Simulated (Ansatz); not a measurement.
**Si2F6 (hexafluorodisilane): B3LYP/def2-SVP**

Aim: the electronic atomisation energy of Si2F6 (hexafluorodisilane) at B3LYP/def2-SVP, from 3 runs. 

Program for the calculation: Ansatz 0.2.0.

19 further runs of the same task are left out: 19 set aside as unsound or not needed. Runs told in other sessions of the task aren't counted.

## 1. Starting point

The species is Si2F6 (8 atoms), meant as a singlet with charge 0. As SMILES, `F[Si](F)(F)[Si](F)(F)F`. The coordinates come from a PBE0-D4/def2-TZVP relaxation.

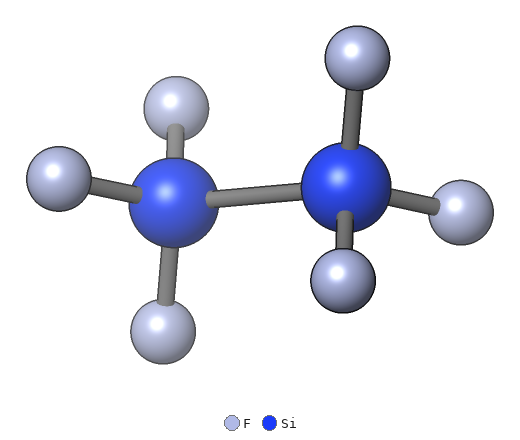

Viewed from a chosen angle; fluorine light blue, silicon blue.

## 2. A single-point energy at B3LYP/def2-SVP

molecule.yaml reads:

```yaml
crystal:
  periodic: [false, false, false]
  atoms:
    - {symbol: F, position_ang: [0.360870, -1.835490, 1.275760]}
    - {symbol: Si, position_ang: [0.788530, -0.848100, 0.126890]}
    - {symbol: F, position_ang: [0.934470, -1.673030, -1.205730]}
    - {symbol: F, position_ang: [2.195680, -0.244350, 0.491690]}
    - {symbol: Si, position_ang: [-0.788750, 0.847840, -0.127190]}
    - {symbol: F, position_ang: [-0.943620, 1.663720, 1.209990]}
    - {symbol: F, position_ang: [-0.353860, 1.843300, -1.266340]}
    - {symbol: F, position_ang: [-2.193320, 0.246130, -0.505090]}
basis:
  gaussian:
    orbitals: def2-SVP
hamiltonian:
  xc: {name: B3LYP}
accuracy: high
output:
  orbitals: {seedname: orbitals}
```

Command:

```sh
$ ansatz run molecule.yaml --threads 1 --pin off --max-ram 3480MiB --events-out events.jsonl --progress --plain --runs-dir runs
```

The program printed:

```text
Warning: RAYON_NUM_THREADS=1 ignored (pool sized by the plan → 1); use --threads N
Functional definition: B3LYP
  name "B3LYP"
  parameter a0 = 0.2
  parameter ax = 0.72
  parameter ac = 0.81
  exchange = (1 - a0 - ax)*slater_x + ax*b88_x + a0*exact_x
  correlation = (1 - ac)*vwn_rpa_c + ac*lyp_c
2388 factors; integrals over basis functions are off by at most 3.3e-9 eV
mean field evaluation 1: about -32041.5221 eV, gradient 7.1e1 eV
mean field evaluation 2: about -32029.8705 eV, gradient 1.1e2 eV
mean field evaluation 4: about -32048.8718 eV, gradient 6.3e-1 eV
mean field evaluation 8: about -32049.0758 eV, gradient 2.5e-2 eV
mean field evaluation 16: about -32049.0758 eV, gradient 2.8e-6 eV
mean field -32049.07584170 eV, -1177.7818135387 hartree, gradient 4.0e-8 eV, S^2 0.000000; 0 other end points of the search recorded, 0 dependent functions left out
reference -32049.07587989 eV, -1177.7818149422 hartree; 41, 41 occupied and 79, 79 virtual orbitals, 2388 factors
Total energy: -32049.07587989 eV, -1177.7818149422 hartree
```

Wall time 7.2 s (1 thread of Intel Xeon 6975P-C (Granite Rapids), shared host); peak memory 0.52 GiB.

## 3. The F atom, same level

molecule.yaml reads:

```yaml
crystal:
  periodic: [false, false, false]
  atoms:
    - symbol: F
      position_ang: [0.000000, 0.000000, 0.000000]
basis:
  gaussian:
    orbitals: def2-SVP
accuracy: high
hamiltonian:
  xc: {name: B3LYP}
magnetization:
  spin_polarized: true
  initial_magnetization: 1
```

Run the same way, it converges to -99.64047 Eh (log not shown).

## 4. The Si atom, same level

molecule.yaml reads:

```yaml
basis:
  gaussian: {orbitals: def2-SVP}
crystal:
  periodic: [false, false, false]
  atoms:
    - {symbol: Si, position_ang: [0.000000, 0.000000, 0.000000]}
magnetization: {spin_polarized: true, initial_magnetization: 2}
hamiltonian: {xc: {name: B3LYP}}
accuracy: high
```

Run the same way, it converges to -289.29368 Eh (log not shown).

## 5. Results

Level: B3LYP/def2-SVP.

```
                     quantity           value
       molecule: total energy  -1177.78181 Eh
        molecule: HOMO energy        -9.93 eV
        molecule: LUMO energy        -0.62 eV
      molecule: HOMO–LUMO gap         9.31 eV
         F atom: total energy    -99.64047 Eh
                 F atom: ⟨S²⟩           0.751
        Si atom: total energy   -289.29368 Eh
                Si atom: ⟨S²⟩           2.003
electronic atomisation energy       36.779 eV
```

**Reading.** Taking the molecule apart into free atoms costs 36.78 eV (848 kcal/mol), before zero-point energy and without spin-orbit coupling.
